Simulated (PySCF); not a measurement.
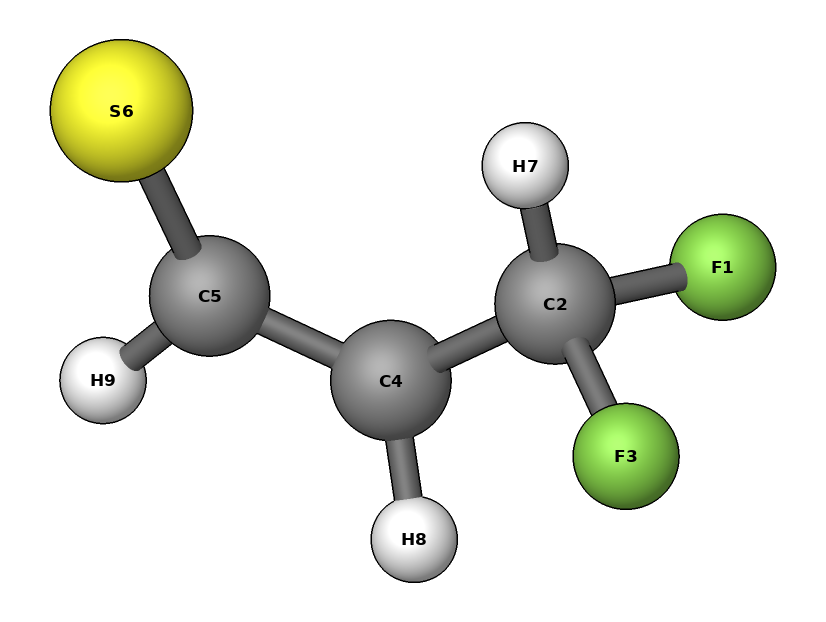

State: charge −1, singlet. Geometry: a frame of a GFN2-xTB molecular-dynamics simulation, not a minimum. Properties computed with GIAO PBE0/pcSseg-1 NMR shielding, non-relativistic, gas phase (PySCF 2.14.0). Principal shieldings σ11 ≤ σ22 ≤ σ33, span Ω = σ33 − σ11, skew κ = 3(σiso − σ22)/Ω.

Give the shielding tensors of the S atoms.

```tsv
atom	σ11	σ22	σ33	σiso	Ω	κ
S6	140.1	321.6	791.5	417.7	651.3	0.44
```

Shieldings and span in ppm.
